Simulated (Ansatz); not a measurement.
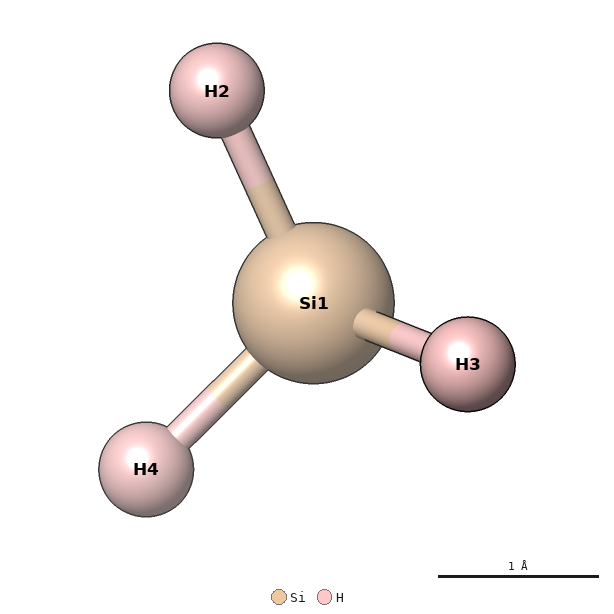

Orthographic view. Atoms fade into the background with distance from the viewer. State: neutral, doublet. The geometry was computed by an optimisation with PBE0-D4/def2-TZVP.

Write a Z-matrix (Å, degrees) in the order of the atom numbers, with these reference atoms: 2 to 1; 3 to 1, 2; 4 to 1, 3, 2.

```
Si 
H    1   1.486
H    1   1.486   2   111.2
H    1   1.486   3   111.2   2  -124.6
```
